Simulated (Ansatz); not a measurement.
# Nudged elastic band, with input and output: SiNH$_{3}$F$_{4}$

System: SiNH$_{3}$F$_{4}$.
Method: RKS PBE0-D4/def2-SVP (Ansatz 0.2.0).

Figures and captions count atoms from 1; the log counts them from 0 in places.

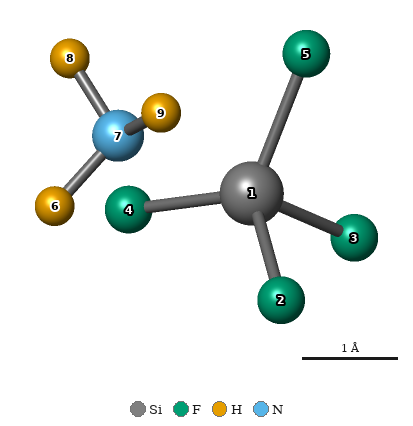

*The starting structure (ball-and-stick view, seen at a tilt; atoms are numbered from 1 in the order of the input).*

### The input
```yaml
crystal:
  periodic: [false, false, false]
  atoms:
    - {symbol: Si, position_ang: [-0.822433, 0.224221, -0.382129]}
    - {symbol: F, position_ang: [-0.275526, -0.668773, -1.588678]}
    - {symbol: F, position_ang: [-2.231039, 0.608371, -1.036748]}
    - {symbol: F, position_ang: [-1.396022, -0.515770, 0.912351]}
    - {symbol: F, position_ang: [-0.261631, 1.711534, -0.221781]}
    - {symbol: H, position_ang: [1.096088, -1.281188, 0.569664]}
    - {symbol: N, position_ang: [1.010556, -0.275543, 0.469538]}
    - {symbol: H, position_ang: [1.104602, 0.144623, 1.387838]}
    - {symbol: H, position_ang: [1.775404, 0.052527, -0.110154]}
basis:
  gaussian: {orbitals: def2-SVP}
hamiltonian: {xc: pbe0, dispersion: d4}
neb:
  images: 5
  climbing: true
  max_iterations: 40
  initial_path: idpp
  final_atoms:
    - {symbol: Si, position_ang: [-0.738944, 0.815832, 0.124405]}
    - {symbol: F, position_ang: [0.507038, -2.497852, -0.879567]}
    - {symbol: F, position_ang: [-1.152715, 0.951285, -1.381011]}
    - {symbol: F, position_ang: [-1.810897, 0.001533, 0.926672]}
    - {symbol: F, position_ang: [-0.703543, 2.266852, 0.731827]}
    - {symbol: H, position_ang: [0.561750, -1.632265, -0.509334]}
    - {symbol: N, position_ang: [0.745758, -0.015823, 0.205407]}
    - {symbol: H, position_ang: [1.085818, -0.247821, 1.129964]}
    - {symbol: H, position_ang: [1.505736, 0.358258, -0.348465]}
```

Run as:
```bash
ansatz run in.yaml --threads 8 --pin off --events-out ev --progress --plain --max-ram 19148MiB
```

### Log
```
Functional definition: PBE0
  name "PBE0"
  cite "Adamo & Barone, J. Chem. Phys. 110, 6158 (1999) doi:10.1063/1.478522"
  cite "Perdew, Burke & Ernzerhof, Phys. Rev. Lett. 77, 3865 (1996) doi:10.1103/PhysRevLett.77.3865"
  parent pbe
  parameter a = 0.25
  parameter kappa = 0.804
  parameter beta = 0.06672455060314922
  exchange = (1 - a)*pbe_x(kappa = kappa, mu = beta*pi^2/3) + a*exact_x
  correlation = pbe_c(beta = beta)
1037 factors; integrals over basis functions are off by at most 5.8e-4 eV
mean field evaluation 1: about -20256.8676 eV, gradient 6.5e1 eV
mean field evaluation 2: about -20253.5749 eV, gradient 7.9e1 eV
mean field evaluation 4: about -20263.5697 eV, gradient 1.3e0 eV
mean field evaluation 8: about -20263.5883 eV, gradient 2.6e-2 eV
mean field -20263.58831007 eV, -744.6731352417 hartree, gradient 6.6e-5 eV, S^2 0.000000; 0 other end points of the search recorded, 0 dependent functions left out
the calculation of the forces begins
reference -20263.58833093 eV, -744.6731360083 hartree; 30, 30 occupied and 73, 73 virtual orbitals, 1037 factors
1039 factors; integrals over basis functions are off by at most 1.4e-3 eV
mean field evaluation 16: about -20251.7787 eV, gradient 8.1e1 eV
mean field -20262.46866616 eV, -744.6319890868 hartree, gradient 2.8e-5 eV, S^2 0.000000; 0 other end points of the search recorded, 0 dependent functions left out
[... from here on the field's lines of each further geometry are left out, up to the last ...]
WARN: NEB end point (image 0): max|allowed force component| = 7.867e-1 eV/Å (the criterion of neb.relax_end_points is 1.000e-2). That is over neb.f_tol: it is no minimum, so the barrier can be far off. Relax it first
WARN: NEB end point (image 6): max|allowed force component| = 1.004e0 eV/Å (the criterion of neb.relax_end_points is 1.000e-2). That is over neb.f_tol: it is no minimum, so the barrier can be far off. Relax it first
NEB iter   1: max|band force component| = 4.717e0 eV/Å  barrier→ = 4.3844 eV  barrier← = 3.2635 eV  Δτ_max = 0.2000 Å  (178 SCF iters)
NEB iter   2: max|band force component| = 2.751e0 eV/Å  barrier→ = 2.8354 eV  barrier← = 1.7146 eV  Δτ_max = 0.2000 Å  (141 SCF iters)
NEB iter   3: max|band force component| = 1.296e1 eV/Å  barrier→ = 2.2220 eV  barrier← = 1.1011 eV  Δτ_max = 0.1009 Å  (145 SCF iters)
NEB iter   4: max|band force component| = 3.167e0 eV/Å  barrier→ = 1.8534 eV  barrier← = 0.7325 eV  Δτ_max = 0.2000 Å  (137 SCF iters)
NEB iter   5: max|band force component| = 1.950e0 eV/Å  barrier→ = 1.6308 eV  barrier← = 0.5099 eV  Δτ_max = 0.1940 Å  (143 SCF iters)
NEB iter   6: max|band force component| = 1.909e0 eV/Å  barrier→ = 1.5903 eV  barrier← = 0.4694 eV  Δτ_max = 0.2000 Å  (139 SCF iters)
NEB iter   7: max|band force component| = 2.133e0 eV/Å  barrier→ = 1.3854 eV  barrier← = 0.2645 eV  Δτ_max = 0.0997 Å  (146 SCF iters)
NEB iter   8: max|band force component| = 9.719e-1 eV/Å  barrier→ = 1.3584 eV  barrier← = 0.2375 eV  Δτ_max = 0.2000 Å  (138 SCF iters)
NEB iter   9: max|band force component| = 1.993e0 eV/Å  barrier→ = 1.2765 eV  barrier← = 0.1556 eV  Δτ_max = 0.1013 Å  (140 SCF iters)
NEB iter  10: max|band force component| = 7.614e-1 eV/Å  barrier→ = 1.2199 eV  barrier← = 0.0991 eV  Δτ_max = 0.2000 Å  (136 SCF iters)
NEB iter  11: max|band force component| = 3.506e-1 eV/Å  barrier→ = 1.2336 eV  barrier← = 0.1127 eV  CI = image 4  Δτ_max = 0.1717 Å  (136 SCF iters)
NEB iter  12: max|band force component| = 1.228e0 eV/Å  barrier→ = 1.3876 eV  barrier← = 0.2667 eV  CI = image 4  Δτ_max = 0.0860 Å  (143 SCF iters)
NEB iter  13: max|band force component| = 8.828e-1 eV/Å  barrier→ = 1.4364 eV  barrier← = 0.3155 eV  CI = image 4  Δτ_max = 0.0674 Å  (137 SCF iters)
NEB iter  14: max|band force component| = 3.342e-1 eV/Å  barrier→ = 1.4118 eV  barrier← = 0.2909 eV  CI = image 4  Δτ_max = 0.0402 Å  (136 SCF iters)
NEB iter  15: max|band force component| = 2.155e-1 eV/Å  barrier→ = 1.3956 eV  barrier← = 0.2747 eV  CI = image 4  Δτ_max = 0.0451 Å  (140 SCF iters)
NEB iter  16: max|band force component| = 9.194e-2 eV/Å  barrier→ = 1.3887 eV  barrier← = 0.2678 eV  CI = image 4  Δτ_max = 0.0409 Å  (139 SCF iters)
NEB iter  17: max|band force component| = 7.574e-2 eV/Å  barrier→ = 1.3849 eV  barrier← = 0.2641 eV  CI = image 4  Δτ_max = 0.0441 Å  (136 SCF iters)
NEB iter  18: max|band force component| = 6.984e-2 eV/Å  barrier→ = 1.3823 eV  barrier← = 0.2615 eV  CI = image 4  Δτ_max = 0.0377 Å  (135 SCF iters)
the calculation of the forces begins
reference -20262.48588303 eV, -744.6326217952 hartree; 30, 30 occupied and 73, 73 virtual orbitals, 1039 factors
these checks for a lower state are left out or cut short: stability, starts, cluster_reference, orbital_swaps, neighbouring_geometries, increment
1039 factors; integrals over basis functions are off by at most 1.1e-3 eV
mean field evaluation 1056: about -20262.2001 eV, gradient 4.0e-5 eV
mean field -20262.20010191 eV, -744.6221195326 hartree, gradient 2.8e-6 eV, S^2 0.000000; 0 other end points of the search recorded, 0 dependent functions left out
the calculation of the forces begins
reference -20262.20012222 eV, -744.6221202789 hartree; 30, 30 occupied and 73, 73 virtual orbitals, 1039 factors
NEB iter  19: max|band force component| = 4.378e-2 eV/Å  barrier→ = 1.3813 eV  barrier← = 0.2604 eV  CI = image 4  CI's point: of a kind that is not told: the force calls were inconclusive, a negative curvature could not be distinguished from the path's own, the only one lies far off the path, or fixed occupations may fill a level only in part  Δτ_max = 0.0000 Å  (946 SCF iters)
```

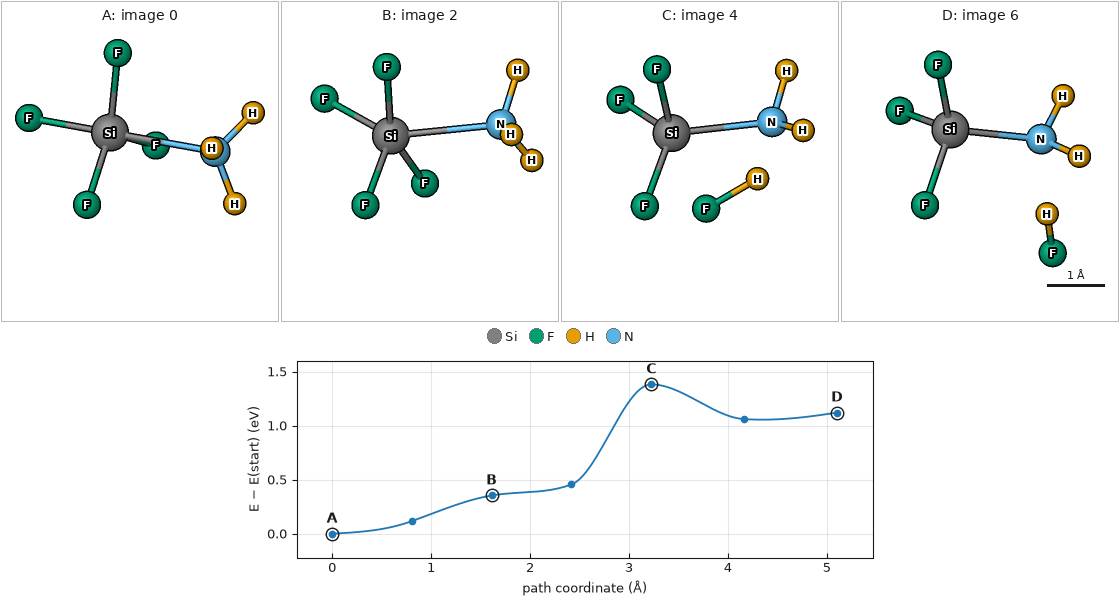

*Images of the last band (counted from 0; ball-and-stick, seen at a tilt) above the energy along the path; the line is a cubic interpolation that uses the forces.*

The highest image is number 4, 1.381 eV above the start and 0.260 eV above the end (the climbing image); the end lies 1.121 eV above the start. The path is 5.10 Å long. The band converged in 19 iterations. The end points carry forces over 0.1 eV/Å, so they aren't fully relaxed minima and the barriers are approximate.

```
Total energy: -20262.34606923 eV, -744.6274837329 hartree
Atom 0 at    -0.693180     0.317183     0.107644 Å, force    -0.043052     0.015915    -0.008640 eV/Å
Atom 1 at    -0.506459    -1.570057    -0.589453 Å, force     0.012620    -0.008319     0.004707 eV/Å
Atom 2 at    -1.411170     0.608889    -1.292612 Å, force     0.003085     0.013370    -0.012050 eV/Å
Atom 3 at    -1.503481    -0.371599     1.303712 Å, force     0.016563    -0.005848     0.025333 eV/Å
Atom 4 at    -0.603313     1.828030     0.689707 Å, force    -0.004117    -0.000113    -0.010398 eV/Å
Atom 5 at     0.521171    -1.225944    -0.422644 Å, force    -0.001470     0.009740    -0.017227 eV/Å
Atom 6 at     1.066582    -0.072814    -0.003037 Å, force     0.000665    -0.024742     0.016398 eV/Å
Atom 7 at     1.563358    -0.018210     0.886138 Å, force     0.004858    -0.002015     0.001044 eV/Å
Atom 8 at     1.566491     0.504525    -0.679554 Å, force     0.010847     0.002012     0.000834 eV/Å
Dipole moment:     0.929999    -0.008876     0.011793 e Å
```

### The last band as extended XYZ (Å, eV, eV/Å)
```
9
Properties=species:S:1:pos:R:3:forces:R:3 image=0 energy=-20263.72731
Si   -0.8224    0.2242   -0.3821    0.2459  -0.0669   0.1140
F    -0.2755   -0.6688   -1.5887    0.3466  -0.4950  -0.6256
F    -2.2310    0.6084   -1.0367   -0.7067   0.1926  -0.3283
F    -1.3960   -0.5158    0.9124   -0.2567  -0.4127   0.7214
F    -0.2616    1.7115   -0.2218    0.3541   0.7867   0.1105
H     1.0961   -1.2812    0.5697    0.0455  -0.2556   0.0361
N     1.0106   -0.2755    0.4695   -0.2901   0.0790  -0.1348
H     1.1046    0.1446    1.3878    0.0477   0.0974   0.2387
H     1.7754    0.0525   -0.1102    0.2138   0.0746  -0.1320
9
Properties=species:S:1:pos:R:3:forces:R:3 image=1 energy=-20263.61096
Si   -0.8422    0.1982   -0.2935    0.0080   0.0202  -0.0435
F    -0.5008   -1.0358   -1.3073    0.0688   0.1073  -0.1455
F    -2.1186    0.7010   -1.1526   -0.1779  -0.0369   0.1265
F    -1.4829   -0.3734    1.0697    0.0840  -0.0173   0.0041
F    -0.2701    1.7070   -0.0395    0.0586   0.0173  -0.1616
H     1.2826   -1.2307    0.1814   -0.0127  -0.0266   0.0727
N     1.0481   -0.2541    0.3582   -0.0167  -0.0117   0.0522
H     1.1801   -0.0429    1.3471   -0.0204  -0.0086   0.0493
H     1.7037    0.3306   -0.1635    0.0083  -0.0436   0.0457
9
Properties=species:S:1:pos:R:3:forces:R:3 image=2 energy=-20263.37362
Si   -0.8509    0.1620   -0.1726    0.0125   0.0003  -0.0311
F    -0.7225   -1.2947   -0.9380    0.0007   0.0269  -0.0581
F    -1.8254    0.7560   -1.3223   -0.0982   0.0081   0.0328
F    -1.5871   -0.3189    1.1771    0.0448  -0.0077   0.0093
F    -0.3775    1.6670    0.3073    0.0294   0.0062  -0.0534
H     1.3080   -1.1747   -0.0367    0.0379  -0.0188   0.0391
N     1.0838   -0.2056    0.1902   -0.0167  -0.0016   0.0145
H     1.3050   -0.0084    1.1674   -0.0237   0.0015   0.0214
H     1.6667    0.4172   -0.3725    0.0133  -0.0149   0.0256
9
Properties=species:S:1:pos:R:3:forces:R:3 image=3 energy=-20263.27184
Si   -0.8389    0.1427   -0.0036   -0.1153  -0.1223  -0.0660
F    -0.7814   -1.4357   -0.5750   -0.1731   0.1333   0.0357
F    -1.4424    0.7017   -1.3937   -0.0601   0.0645  -0.0179
F    -1.7118   -0.2904    1.2851   -0.0681   0.0377   0.0521
F    -0.5001    1.6446    0.5944    0.0709  -0.1047  -0.0351
H     1.1280   -1.1049   -0.2909    0.3973   0.0635   0.0548
N     1.0807   -0.1335    0.0308   -0.0088  -0.0545  -0.0127
H     1.4904   -0.0179    0.9595   -0.0227  -0.0115  -0.0055
H     1.5754    0.4935   -0.6067   -0.0202  -0.0062  -0.0053
9
Properties=species:S:1:pos:R:3:forces:R:3 image=4 energy=-20262.34605
Si   -0.6932    0.3172    0.1076   -0.0431   0.0159  -0.0086
F    -0.5065   -1.5701   -0.5895    0.0126  -0.0083   0.0047
F    -1.4112    0.6089   -1.2926    0.0031   0.0134  -0.0120
F    -1.5035   -0.3716    1.3037    0.0166  -0.0058   0.0253
F    -0.6033    1.8280    0.6897   -0.0041  -0.0001  -0.0104
H     0.5212   -1.2259   -0.4226   -0.0015   0.0097  -0.0172
N     1.0666   -0.0728   -0.0030    0.0007  -0.0247   0.0164
H     1.5634   -0.0182    0.8861    0.0049  -0.0020   0.0010
H     1.5665    0.5045   -0.6796    0.0108   0.0020   0.0008
9
Properties=species:S:1:pos:R:3:forces:R:3 image=5 energy=-20262.66737
Si   -0.6173    0.6476    0.2809    0.0022   0.0264   0.0056
F    -0.3470   -2.1299   -0.8350    0.0213  -0.0432  -0.0136
F    -1.4178    0.7196   -1.0921    0.0014   0.0035   0.0097
F    -1.3369   -0.2729    1.3606    0.0019   0.0095  -0.0026
F    -0.6181    2.1312    0.8838   -0.0024   0.0203   0.0082
H     0.3314   -1.5200   -0.6029   -0.0077  -0.0183  -0.0156
N     0.9596    0.0389   -0.0205   -0.0086   0.0076   0.0101
H     1.5585   -0.1035    0.7900   -0.0033  -0.0027  -0.0013
H     1.4876    0.4889   -0.7651   -0.0048  -0.0032  -0.0005
9
Properties=species:S:1:pos:R:3:forces:R:3 image=6 energy=-20262.60642
Si   -0.6161    0.8340    0.3897    0.6618  -0.4411  -0.2382
F     0.0726   -2.5034   -0.9989    0.0122   0.2163   0.0845
F    -1.5592    0.9921   -0.8518   -0.6665   0.1155  -0.8883
F    -1.3319    0.0420    1.5370   -0.5042  -0.5644   0.8213
F    -0.3163    2.2788    0.9360    0.2178   1.0039   0.3787
H     0.2855   -1.6425   -0.6783   -0.0162  -0.1976  -0.0766
N     0.7677   -0.0371   -0.0885   -0.0290  -0.1075  -0.0403
H     1.4225   -0.2852    0.6422    0.1822  -0.0960   0.1901
H     1.2752    0.3212   -0.8875    0.1418   0.0709  -0.2310
```

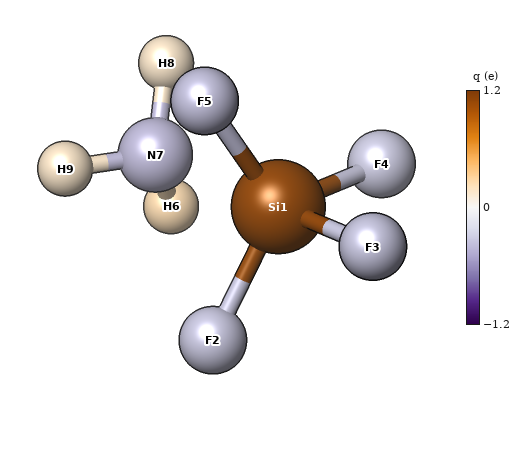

*Mulliken charges, as the colour of each atom (ball-and-stick view, seen at a tilt; atoms are numbered from 1 in the order of the input).*

By element: Si +1.12, F −0.35 to −0.32, H +0.18 to +0.29 and N −0.43 e.

### Summary

- outcome: converged
- barrier, forward: 1.381 eV
- barrier, backward: 0.260 eV
- dipole moment (one image of the band): 4.47 D
- hardware: 8 threads of Arm Neoverse V1, 23 GiB of memory available, shared host
- wall time: 83 s (CPU time 9.7 min)
- peak memory: 0.51 GiB
